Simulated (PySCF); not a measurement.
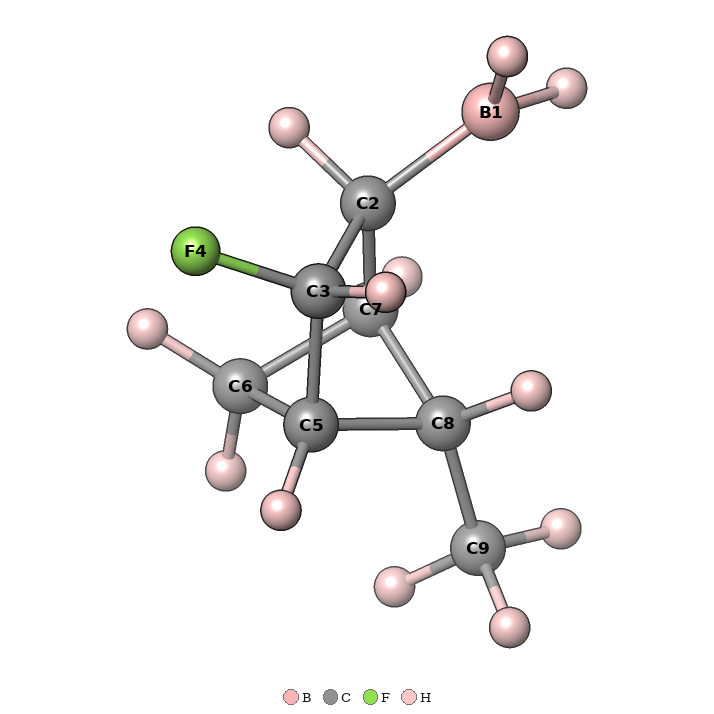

Depth is shown by fading: the farther an atom, the more it takes the colour of the background. The geometry was computed by an optimisation with PBE0-D3(BJ)/def2-SVP. No frequency run is at hand to confirm it as a minimum.

> How is the 4-membered ring C5–C6–C7–C8 puckered?

It is puckered (butterfly). The Cremer–Pople amplitude Q is 0.47 Å.

> Give the torsion angles round the ring, beginning with the bond from its second to its third atom.

34°, −34°, 34°, −34°.
